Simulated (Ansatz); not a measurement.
# BH₅O₄Si: a short trajectory

Aim: follow BH₅O₄Si for 50 steps at constant energy (1000 K) and see how far bonds stretch and how energy moves between motion and potential.

The runs use Ansatz 0.2.0, Gaussian basis; PBE/6-31G*.

## Step 1: Structure used throughout

The structure was relaxed beforehand with PBE0-D4 in a triple-zeta def2 set.

SMILES `BO[Si](O)(O)O`, 11 atoms, charge 0, spin multiplicity 1.

Atoms are counted from 1 here; the program's logs count them from 0.

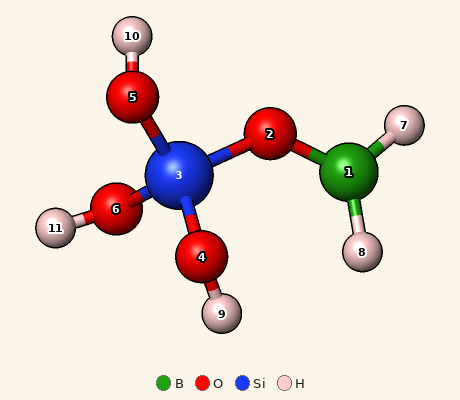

The geometry (boron green, oxygen red, silicon blue, hydrogen pink); atoms are numbered from 1 in the order of the file.

## Step 2: The run

in.yaml reads:

```yaml
crystal:
  periodic: [false, false, false]
  atoms:
    - {symbol: B, position_ang: [0.808611, -1.615688, 0.995780]}
    - {symbol: O, position_ang: [0.909160, -0.620763, 0.095116]}
    - {symbol: Si, position_ang: [-0.119959, 0.586526, -0.336128]}
    - {symbol: O, position_ang: [-1.009337, 1.147153, 0.901855]}
    - {symbol: O, position_ang: [0.739889, 1.872971, -0.820318]}
    - {symbol: O, position_ang: [-1.027094, -0.088640, -1.512262]}
    - {symbol: H, position_ang: [1.716907, -2.391695, 1.090559]}
    - {symbol: H, position_ang: [-0.175109, -1.714033, 1.684923]}
    - {symbol: H, position_ang: [-1.689062, 0.570871, 1.252872]}
    - {symbol: H, position_ang: [1.528892, 1.704996, -1.336403]}
    - {symbol: H, position_ang: [-1.617500, 0.491201, -1.995395]}
basis:
  gaussian: {orbitals: "6-31G*"}
hamiltonian: {xc: {name: PBE}}
md: {timestep: 0.5 fs, n_steps: 50, ensemble: nve, temperature: 1000, initial_velocities: maxwell_boltzmann, seed: 287}
```

Run with:

```bash
$ ansatz run in.yaml --threads 4 --pin off --events-out ev --progress --plain --max-ram 10444MiB
```

The log of the run, shortened:

```text
Functional definition: PBE
  name "PBE"
  cite "Perdew, Burke & Ernzerhof, Phys. Rev. Lett. 77, 3865 (1996) doi:10.1103/PhysRevLett.77.3865"
  parent pbe
[...]
1115 factors; their error is unknown
[...]
mean field -16814.15852320 eV, -617.9089286815 hartree, gradient 3.6e-5 eV, S^2 0.000000; 0 other end points of the search recorded, 0 dependent functions left out
[...]
reference -16814.15856023 eV, -617.9089300426 hartree; 28, 28 occupied and 76, 76 virtual orbitals, 1115 factors
md step     0: t =     0.00 fs  T =  1000.0 K  F+E_penalty+E_count = -16814.15852320 eV  E_kin = 1.163340 eV  conserved = -16812.99518321 eV  (28 SCF iters)
[...]
md step    12: t =     6.00 fs  T =   627.9 K  F+E_penalty+E_count = -16813.72324313 eV  E_kin = 0.730449 eV  conserved = -16812.99279440 eV  (30 SCF iters)
[...]
md step    24: t =    12.00 fs  T =   703.9 K  F+E_penalty+E_count = -16813.81066057 eV  E_kin = 0.818931 eV  conserved = -16812.99172974 eV  (31 SCF iters)
[...]
md step    36: t =    18.00 fs  T =   719.7 K  F+E_penalty+E_count = -16813.83129393 eV  E_kin = 0.837238 eV  conserved = -16812.99405571 eV  (31 SCF iters)
[...]
md step    48: t =    24.00 fs  T =   450.9 K  F+E_penalty+E_count = -16813.51773653 eV  E_kin = 0.524511 eV  conserved = -16812.99322597 eV  (30 SCF iters)
[...]
md step    49: t =    24.50 fs  T =   408.1 K  F+E_penalty+E_count = -16813.46693276 eV  E_kin = 0.474813 eV  conserved = -16812.99211927 eV  (31 SCF iters)
[...]
md step    50: t =    25.00 fs  T =   370.5 K  F+E_penalty+E_count = -16813.42185087 eV  E_kin = 0.430985 eV  conserved = -16812.99086564 eV  (29 SCF iters)
Total energy: -16813.42188798 eV, -617.8818578364 hartree
Atom 0 at     0.992745    -1.633829     1.266896 Å, force     0.933397     0.854202    -2.269443 eV/Å
Atom 1 at     0.797851    -0.763146     0.180622 Å, force    -0.669400     0.729896     0.273383 eV/Å
Atom 2 at    -0.142859     0.605848    -0.415802 Å, force    -0.299212    -1.623158     2.781776 eV/Å
Atom 3 at    -1.068945     1.048725     0.996768 Å, force     0.625724     1.696346    -3.562490 eV/Å
Atom 4 at     0.779985     1.886192    -0.895046 Å, force    -1.098195     0.462212     1.629926 eV/Å
Atom 5 at    -1.060075     0.120899    -1.730810 Å, force    -0.846477     0.989847     0.867577 eV/Å
Atom 6 at     2.107715    -2.102997     1.298529 Å, force    -0.012116    -0.008427     0.124351 eV/Å
Atom 7 at     0.192106    -2.013774     2.039270 Å, force    -0.936486     0.220452     0.489643 eV/Å
Atom 8 at    -0.930961     0.338172     1.584310 Å, force     0.193364    -1.895222     1.762441 eV/Å
Atom 9 at     1.443863     1.558785    -1.473318 Å, force     1.622585    -0.402959    -1.468339 eV/Å
Atom 10 at    -1.785404     0.823852    -1.648564 Å, force     0.486815    -1.023188    -0.628825 eV/Å
Dipole moment:    -0.020146     0.022257    -0.120652 e Å
```

Run time: 57 s. Hardware: 4 threads of Arm Neoverse V2, shared host.

## Step 3: The trajectory

One row in 4; energies are counted from the first frame:

| time (fs) | T (K) | potential (meV) | conserved (meV) | O2–Si3 (Å) |
| --- | --- | --- | --- | --- |
| 0.0 | 1000 | 0.0 | 0.00 | 1.644 |
| 2.0 | 826 | 206.1 | 3.78 | 1.624 |
| 4.0 | 715 | 334.1 | 3.11 | 1.610 |
| 6.0 | 628 | 435.3 | 2.39 | 1.606 |
| 8.0 | 591 | 479.5 | 3.45 | 1.612 |
| 10.0 | 672 | 384.2 | 2.67 | 1.628 |
| 12.0 | 704 | 347.9 | 3.45 | 1.651 |
| 14.0 | 813 | 219.1 | 1.13 | 1.678 |
| 16.0 | 696 | 358.8 | 4.58 | 1.706 |
| 18.0 | 720 | 327.2 | 1.13 | 1.729 |
| 20.0 | 583 | 489.1 | 3.57 | 1.747 |
| 22.0 | 508 | 575.1 | 3.16 | 1.759 |
| 24.0 | 451 | 640.8 | 1.96 | 1.764 |

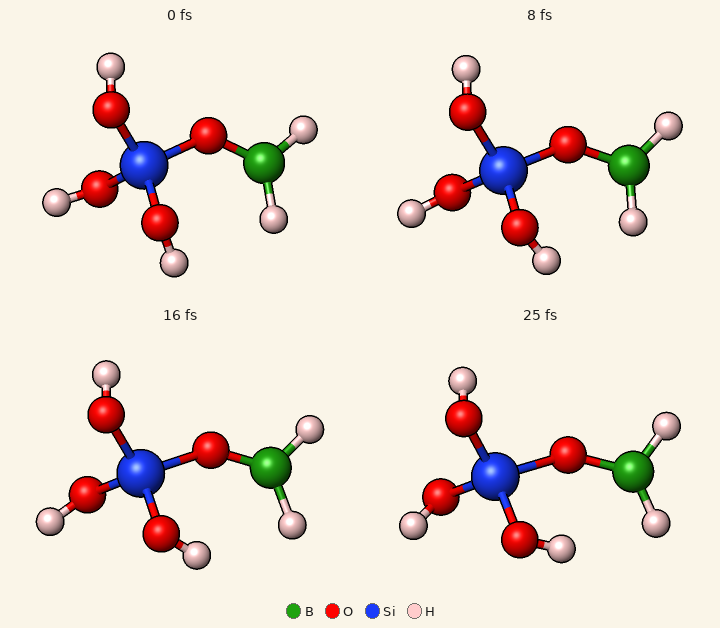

Four frames; sticks are those of the first frame.

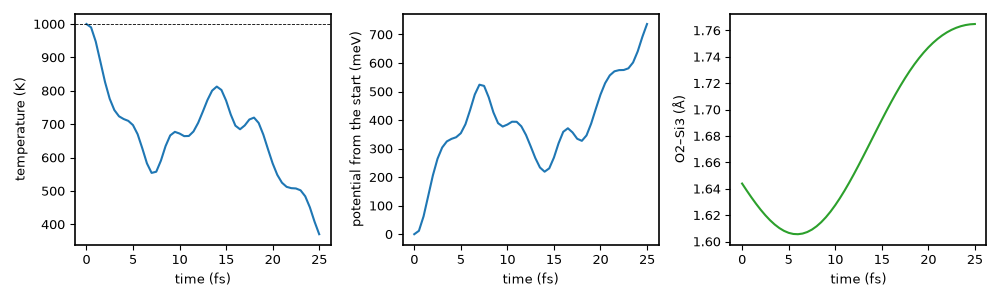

Temperature (the set value dashed), potential energy and the bond that swings most.

Positions (Å) and forces (eV/Å) at 25.0 fs:

```xyz
11

B     0.993   -1.634    1.267    0.933    0.854   -2.269
O     0.798   -0.763    0.181   -0.669    0.730    0.273
Si   -0.143    0.606   -0.416   -0.299   -1.623    2.782
O    -1.069    1.049    0.997    0.626    1.696   -3.562
O     0.780    1.886   -0.895   -1.098    0.462    1.630
O    -1.060    0.121   -1.731   -0.846    0.990    0.868
H     2.108   -2.103    1.299   -0.012   -0.008    0.124
H     0.192   -2.014    2.039   -0.936    0.220    0.490
H    -0.931    0.338    1.584    0.193   -1.895    1.762
H     1.444    1.559   -1.473    1.623   -0.403   -1.468
H    -1.785    0.824   -1.649    0.487   -1.023   -0.629
```

## Step 4: Outcome

```
                              quantity                          value
                                length             50 steps of 0.5 fs
     temperature, first and last frame                    1000, 370 K
              temperature, second half  mean 628 K, from 370 to 813 K
                swing of the potential                        737 meV
largest change of the conserved energy                       5.23 meV
                       range of O2–Si3               1.606 to 1.765 Å
```

**Reading.** From 1000 K at the start the temperature swings between 370 and 1000 K: with 11 atoms it has no steady value yet; starting near a minimum, about half of the kinetic energy flows into the potential. The conserved energy moves by 5.23 meV, 0.7 % of the potential's swing, so the step is short enough for this stretch. O2–Si3 swings as far as any bond, by 0.16 Å; no bond breaks. A run of 25 fs gives no averages.
